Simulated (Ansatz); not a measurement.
**Correcting a cheap level on molecular compounds of Ti**

The vertical ionisation energy (cation less neutral) in eV of 7 molecular compounds of Ti: x at HF/def2-TZVPP, y at CCSD(T)/def2-TZVPP. Shapes, held fixed at every level: PBE0-D4/def2-TZVP. Flexible molecules stand in one conformer, not always the lowest. Programs: Ansatz 0.2.0.

```
                                         molecule  x (eV)  y (eV)
C2H12N4Ti (SMILES C[N](C)[Ti]([NH2])([NH2])[NH2])    6.84    8.12
     C3H10O3STi (SMILES C[O][Ti]([OH])([O]C)[S]C)    7.49    8.35
                                     Ti(OH)3(SeH)    8.05    8.88
                                   Se(CH3)(TiCl3)    8.28    9.19
     CH4Cl2OSTi (SMILES C[S][Ti]([OH])([Cl])[Cl])    8.36    9.28
       CH3ClF2STi (SMILES C[S][Ti]([F])([F])[Cl])    8.90       ?
        C2H5F3OTi (SMILES CC[O][Ti]([F])([F])[F])   10.69   11.65
```

Fit y = c + s·x to the known rows and predict y for CH3ClF2STi.


1. Means of the 6 rows: x = 8.2850, y = 9.245.
2. Σ(Δx)² = 8.5649, Σ(Δx·Δy) = 8.2099, so the slope is 8.2099/8.5649 = 0.95855.
3. Intercept: 9.245 − (0.95855) × 8.2850 = 1.303. The largest residual of the fit is 0.26.
4. CH3ClF2STi: 1.303 + 0.95855 × 8.90 = 9.83 eV.

CCSD(T)/def2-TZVPP gives 9.83 eV, so the prediction is off by 0.00 eV: they agree to the digits shown. Uncorrected, HF/def2-TZVPP misses it by -0.93 eV, and the other rows by 0.96 on average. The line removes about 100 % of this miss. C2H5F3OTi lies far out in x and weighs most in the slope. Left out in turn, the other rows are missed by 0.25 eV on average, so much of the error is systematic among these molecules. Cations run unrestricted. Relativity is left out for Se. Outer-core shells of Se, Ti are correlated, in sets that cover them unevenly.

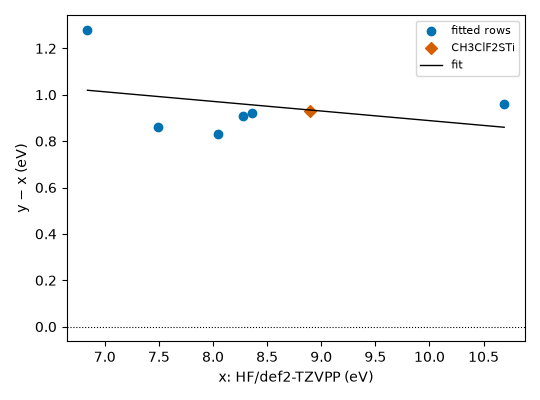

The correction y − x against x, with the fitted line and the withheld molecule.
